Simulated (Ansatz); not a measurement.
# Lattice dynamics of Li4HfSc (built on the sites of a database entry of ScCu4Sn)

The cell of Li4HfSc (built on the sites of a database entry of ScCu4Sn) is at rest. What are its phonons? After the zone centre comes a 2×2×2 q mesh on a 8×8×8 k mesh.

Main program and level: Ansatz 0.2.0; DFT PBE, scalar-relativistic, plane waves, norm-conserving pseudopotentials.

The structure was built from a prototype and need not be the compound's stable phase.

### Step 1. Set-up

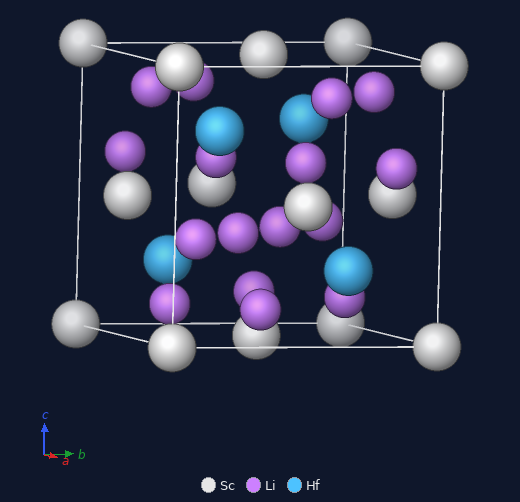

Start, viewed slightly off an axis; scandium white, lithium purple, hafnium blue. This picture shows the conventional cell, with its axes. Some periodic images of atoms are drawn too.

As a file:

```cif
data_structure
_symmetry_space_group_name_H-M 'F-43m'
_symmetry_Int_Tables_number 216
_cell_length_a 7.7058
_cell_length_b 7.7058
_cell_length_c 7.7058
_cell_angle_alpha 90.000
_cell_angle_beta 90.000
_cell_angle_gamma 90.000
_cell_volume 457.56
loop_
_atom_site_label
_atom_site_type_symbol
_atom_site_symmetry_multiplicity
_atom_site_Wyckoff_symbol
_atom_site_fract_x
_atom_site_fract_y
_atom_site_fract_z
_atom_site_occupancy
Sc1 Sc 4 a 0.00000 0.00000 0.00000 1
Li1 Li 16 e 0.37567 0.12433 0.87567 1
Hf1 Hf 4 c 0.25000 0.25000 0.25000 1
```

### Step 2. Zone-centre response

The cell comes from relaxations at this level that are not shown. The zone centre comes first: it holds the modes that light can see, as far as symmetry allows. No field response is asked, since the mesh shows no gap.

input.yaml

```yaml
crystal:
  lattice:
    - [0.0, 3.8528861493, 3.8528861493]
    - [3.8528861493, 0.0, 3.8528861493]
    - [3.8528861493, 3.8528861493, 0.0]
  atoms:
    - { symbol: Sc, position: [0.0, 0.0, 0.0] }
    - { symbol: Li, position: [0.3756749818, 0.3756749818, 0.3756749818] }
    - { symbol: Li, position: [0.8729750546, 0.3756749818, 0.3756749818] }
    - { symbol: Li, position: [0.3756749818, 0.3756749818, 0.8729750546] }
    - { symbol: Li, position: [0.3756749818, 0.8729750546, 0.3756749818] }
    - { symbol: Hf, position: [0.75, 0.75, 0.75] }
kpoints:
  mp_grid: { grid: [8, 8, 8] }
hamiltonian:
  xc: pbe
  pseudopotentials: { kind: nc }
scf:
  occupations: { method: methfessel_paxton, width: 0.2 }
output:
  eigenvalues: true
phonons:
  method: dfpt
```

Launch:

```console
> ansatz run input.yaml --threads 8 --pin off --max-ram 14336MiB --backend cpu --events-out ev --progress --plain --runs-dir out
```

Numbers of over 12 decimals in the logs are rounded to 6 here.

What it wrote:

```text
Engine: ansatz 0.2.0, x86_64-unknown-linux-gnu
Pseudopotentials: kind: nc
Pseudopotential: Sc, nc, valence charge 11, recommended cutoff 1061.244064 eV (normal), Sc.nc.azcp (PseudoDojo's, or run here from an input of PseudoDojo's: the run reads no file of this project's for it)
Pseudopotential: Li, nc, valence charge 3, recommended cutoff 1034.032677 eV (normal), Li.nc.azcp
Pseudopotential: Hf, nc, valence charge 26, recommended cutoff 1143 eV (normal), Hf.nc.azcp
Functional definition: PBE
  parameter kappa = 0.804
  parameter beta = 0.066725
  exchange = pbe_x(kappa = kappa, mu = beta*pi^2/3)
  correlation = pbe_c(beta = beta)
Crystal: 6 atoms, lattice volume = 114.390 Å³
Basis set: ecut = 1143 eV, 9985 PW (Γ), exchange–correlation on 128×128×128 points (8 copies of the dense FFT grid, shifted against one another)
Bands: 31, of which v1, the nominal top of the filled ones, is band 25 counted from 1 (24 counted from 0)
Symmetry: 24 space group operations
k-points: 150 of 512 (irreducible under 2 space group operations, time reversal used)
Non-local potential: Sc, projectors of the file, l = 0: 2, l = 1: 2, l = 2: 2
Non-local potential: Li, projectors of the file, l = 0: 2, l = 1: 2
Non-local potential: Hf, projectors of the file, l = 0: 2, l = 1: 2, l = 2: 2, l = 3: 2
Initial density: superposition of atomic densities (chi_scale 0.1, normalization cell, long waves kept (reshape's long-wave potential 0.00 eV rms))
Initial wavefunctions: pseudopotential atomic-orbital guess
Functional: x = pbe(κ = 0.804, μ = 0.219515), c = pbe(β = 0.066725)
SCF iter   1: F=—  HF=-9344.194219 eV  |F-HF|=—  |Δ(HF+E_count)|=         —  Δρ=4.44e-2  dr2=7.13e0  ethr=3.10e-3  ⟨swp⟩=6.1  Hψ=19066  notcnv=0
preconditioner: auto → Kerker (q_TF=auto, 2.369 Å⁻¹)  [metal: Δε(μ)=0.110 eV  Ē_g=7.980 eV  σ=0.200 eV  W_gap=0.45  n_scr=26 (ndim 8)  ℏωp=17.4 eV  f_vac=0.000  D(μ)=3.25/eV (n_scr^D=14)]
SCF iter   2: F=—  HF=-9342.829881 eV  |F-HF|=—  |Δ(HF+E_count)|=    1.36e0  S|Δr|=    0.00e0  Δρ=2.17e-2  dr2=1.77e0  ethr=3.10e-3  ⟨swp⟩=4.0  Hψ=10304  notcnv=0  defer=11
SCF iter   3: F=—  HF=-9342.457082 eV  |F-HF|=—  |Δ(HF+E_count)|=   3.73e-1  S|Δr|=    0.00e0  Δρ=5.74e-3  dr2=8.81e-2  ethr=3.10e-3  ⟨swp⟩=3.7  Hψ=7486  notcnv=0  defer=11
SCF iter   4: F=—  HF=-9342.447434 eV  |F-HF|=—  |Δ(HF+E_count)|=   9.65e-3  S|Δr|=    0.00e0  Δρ=3.28e-3  dr2=1.22e-2  ethr=1.80e-4  ⟨swp⟩=1.9  Hψ=6697  notcnv=0  defer=11
SCF iter   5: F=—  HF=-9342.446192 eV  |F-HF|=—  |Δ(HF+E_count)|=   1.24e-3  S|Δr|=    0.00e0  Δρ=1.30e-3  dr2=2.90e-3  ethr=2.50e-5  ⟨swp⟩=2.5  Hψ=7367  notcnv=0  defer=4
SCF iter   6: F=—  HF=-9342.445743 eV  |F-HF|=—  |Δ(HF+E_count)|=   4.48e-4  S|Δr|=    0.00e0  Δρ=3.33e-4  dr2=2.58e-4  ethr=5.91e-6  ⟨swp⟩=2.1  Hψ=5838  notcnv=0  defer=4
SCF iter   7: F=—  HF=-9342.445711 eV  |F-HF|=—  |Δ(HF+E_count)|=   3.28e-5  S|Δr|=    0.00e0  Δρ=1.40e-4  dr2=3.93e-5  ethr=5.26e-7  ⟨swp⟩=2.4  Hψ=7771  notcnv=0  defer=4
SCF iter   8: F=—  HF=-9342.445692 eV  |F-HF|=—  |Δ(HF+E_count)|=   1.86e-5  S|Δr|=    0.00e0  Δρ=3.97e-5  dr2=2.10e-6  ethr=8.03e-8  ⟨swp⟩=2.2  Hψ=6533  notcnv=0  defer=4
SCF iter   9: F=—  HF=-9342.445028 eV  |F-HF|=—  |Δ(HF+E_count)|=   6.64e-4  S|Δr|=    0.00e0  Δρ=1.77e-5  dr2=6.16e-7  ethr=4.29e-9  ⟨swp⟩=1.9  Hψ=6920  notcnv=0  defer=4
SCF iter  10: F=—  HF=-9342.445028 eV  |F-HF|=—  |Δ(HF+E_count)|=   1.23e-7  S|Δr|=    0.00e0  Δρ=2.28e-6  dr2=3.21e-9  ethr=1.26e-9  ⟨swp⟩=2.1  Hψ=5668  notcnv=0  defer=4
SCF iter  11: F=—  HF=-9342.445028 eV  |F-HF|=—  |Δ(HF+E_count)|=  3.44e-10  S|Δr|=    0.00e0  Δρ=4.43e-7  dr2=1.40e-10  ethr=6.55e-12  ⟨swp⟩=2.3  Hψ=8817  notcnv=0  defer=4
SCF iter  12: F=-9342.445028 eV  HF=-9342.445028 eV  |F-HF|=1.09e-11  |Δ(HF+E_count)|=  1.46e-11  S|Δr|=    0.00e0  Δρ=1.05e-7  dr2=7.17e-12  ethr=1.00e-12  ⟨swp⟩=7.3  Hψ=29995  notcnv=0
SCF 1 converged in 12 iterations: F = -9342.445028 eV  dr2 = 7.17e-12
DFPT response loops at Γ: preconditioner auto → Kerker (q_TF=auto, 2.369 Å⁻¹) (partly filled bands, converged f_vac=0.000); β = 1.00, the filter's whole step (`scf.mixing.beta` (0.50) is not read by the response loops under this deck's `scf.mixing.preconditioner`; to damp them name `kerker` or `kerker_dos`, under which they read `scf.mixing.beta`, and type it under 1.00, their step now; both keys bind the ground state too); Broyden in place of MSR1
SCF converged after 12 iterations
Stability not checked: this state was not tested for a lower state beside it, because cold or Methfessel-Paxton smearing, or corrected tetrahedra, fill the levels in a way that the test cannot read (fill_not_monotonic; see scf.lower_state_search)
Free energy (F): -9342.445028 eV
Harris-Foulkes:  -9342.445028 eV  (|F-HF|=1.09e-11)
Internal energy: -9342.474765 eV  (E = F + TS)
E sigma→0 (E₀):  -9342.452462 eV
Entropy (-TS):   0.029738 eV (4.956 meV/atom)
Fermi energy:    6.926922 eV
Step filling:    the computed levels leave a gap of 0.0000 eV = 0.0 smearing widths at the electron count; against every level under it full and every level over it empty, smearing changes F+E_penalty+E_count by +11.845 meV and its σ→0 estimate by +4.411 meV
--- Per-component energies (eV) ---
  E_band       = -801.783030
  E_kinetic    = 4854.876484
  E_local      = -9797.414421  (includes V_loc(G=0)·N_el)
  E_nonlocal   = -1767.203353
  E_hartree    = 3541.251951
  E_xc         = -1426.844996
  E_vxc        = -1174.545511  (∫ρ·V_xc dr)
  E_ewald      = -4747.140429
  E_smearing   = 0.029738  (= −TS)
  E_closure    = 0.000000  (closes the sum)
  Σ components = -9342.445028   (vs F -9342.445028, Δ=0.00e0)
--- Band table (eV; the first three rows and the last of 150) ---
  k-point 0: bands = [... 21 lower, 6.3431, 6.5413, 6.5413, 6.5413, 7.0384, 7.0384, 7.0384, 7.6643, ... 2 higher]
  k-point 1: bands = [... 21 lower, 6.3475, 6.3475, 6.5861, 6.5861, 6.7803, 7.0680, 7.0680, 7.9977, ... 2 higher]
  k-point 2: bands = [... 21 lower, 6.3196, 6.3196, 6.6063, 6.7686, 6.7686, 7.1288, 7.1288, 8.2418, ... 2 higher]
  k-point 149: bands = [... 21 lower, 6.2704, 6.2704, 6.7500, 7.0670, 7.0670, 7.3095, 7.3095, 7.4468, ... 2 higher]
--- Phonons (Γ-DFPT): 3 representative perturbations + reference, on 150 of 512 k-points (Σ response iterations 12) ---
  k mesh reduced under 2 symmetry operations, with k and −k counted as one. Each operation leaves every solved perturbation unchanged. A smaller set is not used because it would not reduce the number of displacements times k-points to solve
  ASR residual: 4.105e-4 → 0.000e0 eV/Å²; symmetrization residual: 3.234e-5 eV/Å²
  ASR residual per site (eV/Å²): 4.11e-4 4.80e-5 4.80e-5 4.80e-5 4.80e-5 2.34e-4
  Γ frequencies (cm⁻¹): 0.00 0.00 0.00 110.78 110.78 110.78 169.97 169.97 169.97 229.42 229.42 229.42 326.94 326.94 376.72 376.72 376.72 491.45
  non-analytic LO–TO correction: not included (Born effective charges unavailable; polar crystals: no LO–TO splitting at Γ)
```

It took 96 s on 8 threads of AMD EPYC 7R13 (Zen 3), shared host; peak memory 6.2 GiB.

This step gave:

* volume per atom: 19.07 Å³
* gap on the k-mesh: 0 eV
* sum-rule residual before enforcement: 4.11e-4 eV/Å²
* point group: -43m
* highest optical mode at the zone centre (no LO-TO term): 491.4 cm⁻¹
* lowest optical zone-centre mode: 110.8 cm⁻¹

Patterns of degenerate modes are one choice out of their space. Modes at Γ, with each element's share of the kinetic energy:

```
mode  frequency (cm⁻¹)  symmetry  Sc %  Li %  Hf %
   1               0.0  acoustic    18    11    71
   2               0.0  acoustic    18    11    71
   3               0.0  acoustic    18    11    71
   4             110.8        T2    58    14    28
   5             110.8        T2    58    14    28
   6             110.8        T2    58    14    28
   7             170.0        T2    22    77     1
   8             170.0        T2    22    77     1
   9             170.0        T2    22    77     1
  10             229.4        T1     0   100     0
  11             229.4        T1     0   100     0
  12             229.4        T1     0   100     0
  13             326.9         E     0   100     0
  14             326.9         E     0   100     0
  15             376.7        T2     2    97     0
  16             376.7        T2     2    97     0
  17             376.7        T2     2    97     0
  18             491.4        A1     0   100     0
```

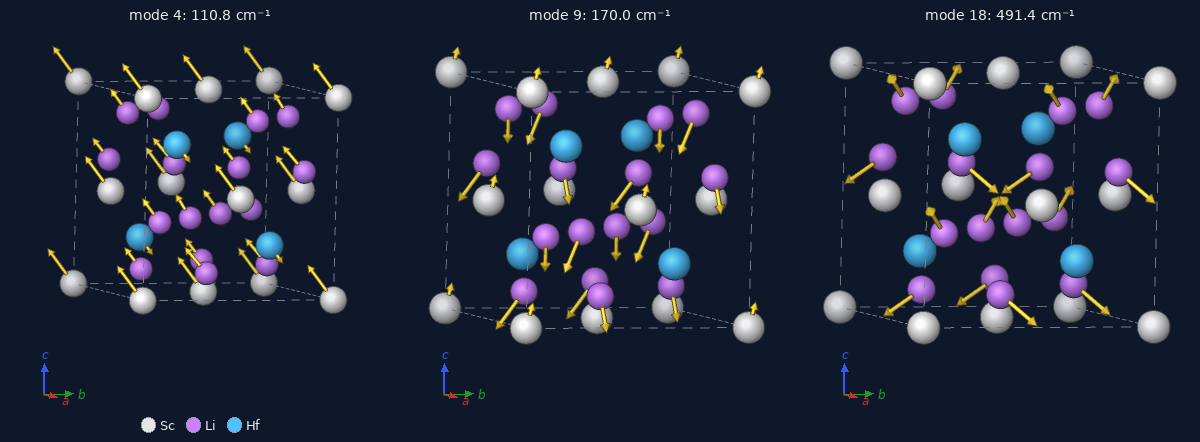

Displacement patterns of modes 4, 9 and 18 at Γ; arrows are exaggerated. Some periodic images of atoms are drawn too.

Before it was imposed, the acoustic sum rule was missed by 4.1e-4 eV/Å². Small misses are needed for a sound result but don't prove that mesh and cutoff are converged. The lowest optical mode is real, 111 cm⁻¹.

### Step 3. Phonons on a q mesh

Stability and thermal properties need the whole zone. Linear response on a 2×2×2 q mesh gives force constants as far as a supercell of that size would.

Changes to input.yaml since step 2:

```diff
@@ -23 +23,8 @@
   method: dfpt
+  qmesh: [2, 2, 2]
+  temperatures: { t_max: 1000, t_step: 50 }
+  qpath:
+    path:
+      - [[0.0, 0.0, 0.0], [-0.5, -0.5, 0.0], [-0.375, -0.375, 0.25]]
+      - [[-0.375, 0.0, 0.375], [0.0, 0.0, 0.0], [0.0, 0.0, 0.5], [-0.5, -0.25, 0.25], [-0.5, -0.5, 0.0]]
+    npoints: 10
```

What it wrote:

```text
[...]
Crystal: 6 atoms, lattice volume = 114.390 Å³
Basis set: ecut = 1143 eV, 9985 PW (Γ), exchange–correlation on 128×128×128 points (8 copies of the dense FFT grid, shifted against one another)
Bands: 31, of which v1, the nominal top of the filled ones, is band 25 counted from 1 (24 counted from 0)
Symmetry: 24 space group operations
k-points: 29 of 512 (time reversal used)
[...]
SCF iter   1: F=—  HF=-9344.194280 eV  |F-HF|=—  |Δ(HF+E_count)|=         —  Δρ=4.44e-2  dr2=7.13e0  ethr=3.10e-3  ⟨swp⟩=6.3  Hψ=3732  notcnv=0
[...]
SCF iter  12: F=-9342.445028 eV  HF=-9342.445028 eV  |F-HF|=3.64e-12  |Δ(HF+E_count)|=  3.64e-12  S|Δr|=    0.00e0  Δρ=1.20e-7  dr2=9.70e-12  ethr=1.00e-12  ⟨swp⟩=7.0  Hψ=6016  notcnv=0
SCF 1 converged in 12 iterations: F = -9342.445028 eV  dr2 = 9.70e-12
phonons: the bands overlap, so this run is a metal and interpolates without the dipole-dipole term. If the crystal is really an insulator or semiconductor, its LO-TO splitting is missing
NSCF: frozen V_eff on 29 k-points
[...]
DFPT response loops at q = (0, 0, 0) (fractional): preconditioner auto → Kerker (q_TF=auto, 2.369 Å⁻¹) (partly filled bands, converged f_vac=0.000); β = 1.00, the filter's whole step (`scf.mixing.beta` (0.50) is not read by the response loops under this deck's `scf.mixing.preconditioner`; to damp them name `kerker` or `kerker_dos`, under which they read `scf.mixing.beta`, and type it under 1.00, their step now; both keys bind the ground state too); Broyden in place of MSR1
[...]
SCF converged after 12 iterations
[...]
Free energy (F): -9342.445028 eV
[...]
Internal energy: -9342.474765 eV  (E = F + TS)
E sigma→0 (E₀):  -9342.452462 eV
Entropy (-TS):   0.029738 eV (4.956 meV/atom)
Fermi energy:    6.926922 eV
[...]
--- Band table (eV; the first three rows and the last of 29) ---
  k-point 0: bands = [... 21 lower, 6.3431, 6.5413, 6.5413, 6.5413, 7.0384, 7.0384, 7.0384, 7.6643, ... 2 higher]
  k-point 1: bands = [... 21 lower, 6.3475, 6.3475, 6.5861, 6.5861, 6.7803, 7.0680, 7.0680, 7.9977, ... 2 higher]
  k-point 2: bands = [... 21 lower, 6.3196, 6.3196, 6.6063, 6.7686, 6.7686, 7.1288, 7.1288, 8.2418, ... 2 higher]
  k-point 28: bands = [... 21 lower, 5.0961, 5.1441, 7.0078, 7.0695, 7.1887, 7.2580, 8.0753, 8.1381, ... 2 higher]
--- Phonons (Γ-DFPT): 3 representative perturbations + reference (Σ response iterations 10) ---
  ASR residual: 4.958e-4 → 0.000e0 eV/Å²; symmetrization residual: 1.125e-5 eV/Å²
  ASR residual per site (eV/Å²): 4.96e-4 2.04e-5 2.04e-5 2.04e-5 2.04e-5 1.94e-4
[...]
--- Phonons (arbitrary-q DFPT): 3 irreducible q on the 2×2×2 mesh ---
  q = [0.0000, 0.0000, 0.0000] (star 1, of the zone-centre solve; hermiticity 8.06e-6, symmetrization 2.74e-14): -0.00 -0.00 0.00 110.77 110.77 110.77 169.97 169.97 169.97 229.42 229.42 229.42 326.94 326.94 376.72 376.72 376.72 491.45
  q = [0.0000, 0.0000, -0.5000] (star 4, 5 solved perturbations in 860 linear systems a pass and spin channel, the states on 260 of 512 k-point pairs; hermiticity 1.16e-6, symmetrization 3.42e-12, the responses' own estimated error 2.0e-5 eV/Å²): -12.56 44.06 44.06 97.74 97.74 117.46 165.63 165.63 225.65 298.89 298.89 302.55 302.55 333.51 336.98 360.39 360.39 458.80
[...]
sum rule: each row above includes the acoustic sum rule's correction from the zone centre's row sums; it moved no ω² by more than (1.73 cm⁻¹)²
  mesh force constants: q→R imaginary residual 2.12e-17; ASR residual 4.958e-4 → 0.000e0 eV/Å²; symmetrization residual 2.665e-15 eV/Å²
  interpolated dispersion: 62 rows × 18 modes
  density of states and harmonic sums: on the 14×14×14 q-mesh, interpolated from the force constants of a 2×2×2 supercell (no non-analytic term)
  largest difference from the sums on the solved wave vectors: F 2.35e-1 eV, S 3.10e-4 and C_V 7.52e-5 eV/K
  zero-point energy: 0.252105 eV/cell   skipped modes (ω ≤ 0): 4, of them read as no rigid motion or as one in doubt: 1 (1.458e-3 modes/cell left out, lowest -12.56 cm⁻¹)   left out of the sums: 1.42e-4 of the cell's modes: C_V's classical limit lies that fraction below 3 k_B per atom; for a crystal, a wire or a layer, F and S can be off by more, and a phonons.interpolated_qmesh denser along its periods is the remedy for the sampling
```

Wall time 5.4 min (8 threads); peak memory 7.3 GiB; 41 min of CPU time.

Numbers from this step:

| Property | Result |
| --- | --- |
| sum-rule residual before enforcement | 4.96e-4 eV/Å² |
| lowest frequency on the path | -12.56 cm⁻¹ |
| highest frequency on the path or at a solved wavevector | 491.5 cm⁻¹ |
| lowest mode on the q mesh (acoustic modes at Γ apart) | -12.56 cm⁻¹ |

Frequencies (cm⁻¹) solved at each irreducible wavevector; negative means imaginary. Frequencies by wavevector, by row:

```
q in reciprocal lattice units  star  mode 1  mode 2  mode 3  mode 4  mode 16  mode 17  mode 18
                        0 0 0     1       0       0       0   110.8    376.7    376.7    491.4
                     0 0 -0.5     4   -12.6    44.1    44.1    97.7    360.4    360.4    458.8
                  0 -0.5 -0.5     3    47.1      57      57   108.9    323.7    411.8    416.1
```

Interpolated from a 2×2×2 q mesh. Phonon branches along the path, in cm⁻¹:

```
    point  branch 1  branch 2  branch 3  branch 4  branch 15  branch 16  branch 17  branch 18
        Γ         0         0         0       111        377        377        377        492
        X        47        57        57       109        323        324        412        416
        U        45        47        55       105        339        344        396        426
jump to K        45        47        55       105        339        344        396        426
        Γ         0         0         0       111        377        377        377        492
        L       -13        44        44        98        337        360        360        459
        W        48        48        51       103        347        349        408        414
        X        47        57        57       109        323        324        412        416
```

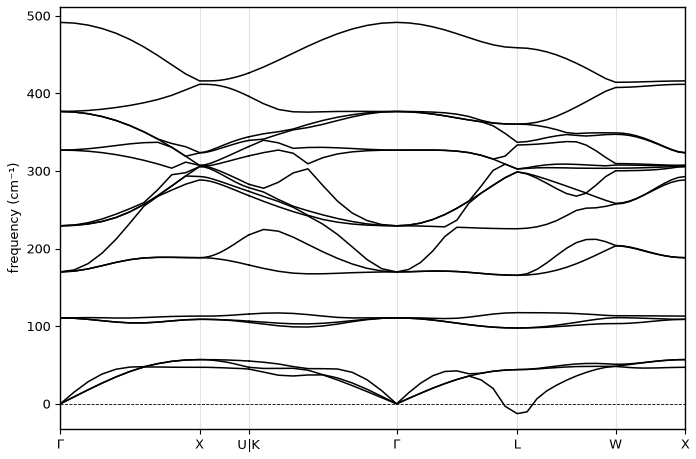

Phonon branches along the path.

The phonon density of states has structure finer than the step of the table below, so its rows give means over 25 cm⁻¹, whole bins alone (the curve runs from -12.5 to 492 cm⁻¹). Peaks (cm⁻¹: height): 47.5: 0.199, 102.5: 0.238, 172.5: 0.0634, 297.5: 0.0621, 327.5: 0.0859, 347.5: 0.102.

Tetrahedra on a 14×14×14 mesh, mean over bins of 5 cm-1. Interpolated from a 2×2×2 q mesh. Table of phonon density of states by wavenumber; means over each step:

```
wavenumber (cm⁻¹)  phonon density of states (1/cm⁻¹/cell)
                0                                  9.4e-4
               25                                  0.0251
               50                                  0.0940
               75                                       0
              100                                  0.0915
              125                                  0.0285
              150                                       0
              175                                  0.0463
              200                                  0.0316
              225                                  0.0250
              250                                  0.0479
              275                                  0.0509
              300                                  0.0523
              325                                  0.0704
              350                                  0.0643
              375                                  0.0393
              400                                  0.0120
              425                                  0.0102
              450                                  0.0199
              475                                 0.00948
```

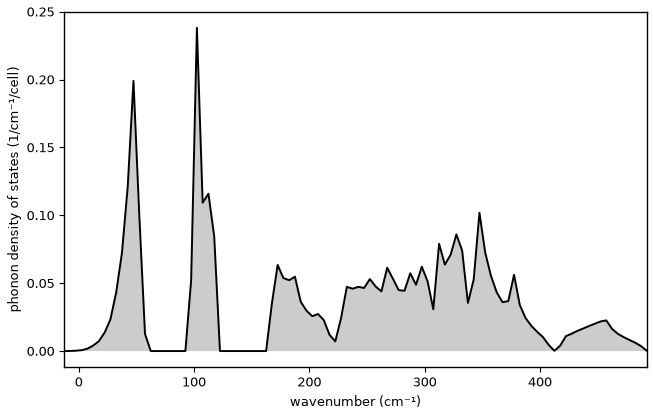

Phonon density of states, plotted against wavenumber.

The partial phonon density of states has structure finer than the step of the table below, so its rows give means over 50 cm⁻¹, whole bins alone (the curve runs from -18.4 to 516 cm⁻¹). Peaks (cm⁻¹: height): Hf 45.5: 0.149; Li 173.3: 0.0494, 243.9: 0.0536, 260.7: 0.0706, 277.5: 0.0645, 327.9: 0.0839, 348.1: 0.0830, 455.7: 0.0213; Sc 102.7: 0.140.

Phonopy on the run's constants, 13x13x13 mesh, Gaussian sigma 3.8 cm-1. Interpolated from a 2×2×2 q mesh. Table of partial phonon density of states by wavenumber; means over each step; values in 1/cm⁻¹/cell:

```
wavenumber (cm⁻¹)       Hf       Li       Sc
               50   0.0528  0.00122  0.00268
              100  0.00376  0.00424   0.0517
              150   9.2e-5  0.00895  0.00120
              200   1.6e-4   0.0306  0.00184
              250   8.3e-5   0.0445   4.0e-4
              300   2.0e-4   0.0558   8.7e-4
              350   1.1e-4   0.0592   7.5e-4
              400   1.9e-5   0.0172   9.7e-5
              450   8.7e-6   0.0163   3.6e-5
```

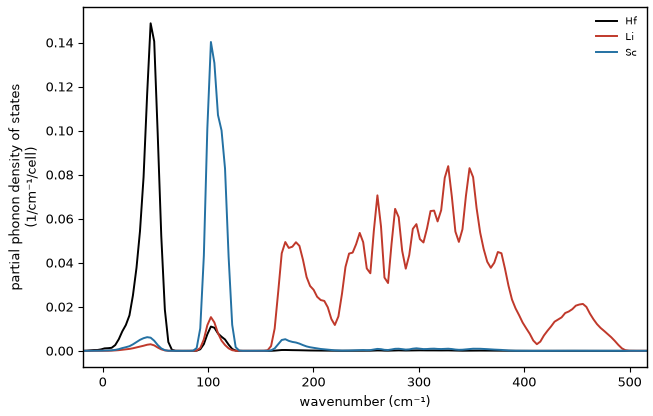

Partial phonon density of states against wavenumber.

Symmetry leaves 3 wavevectors to solve. The lowest mode among them, the acoustic zeros apart, lies at q = (0, 0, -0.5) and is imaginary, 12.6i cm⁻¹, so the energy falls along it.

(Continued in part 2 of 2.)

[Logs are printed without paths, hosts, clocks, repeated set-up lines and the standing remarks that a program may print on its own settings, such as how far it seeks lower states.]

[Hosts, paths, dates, database ids (printed as entryN), source tags and the programs' standing remarks are cut or masked in the printed files.]
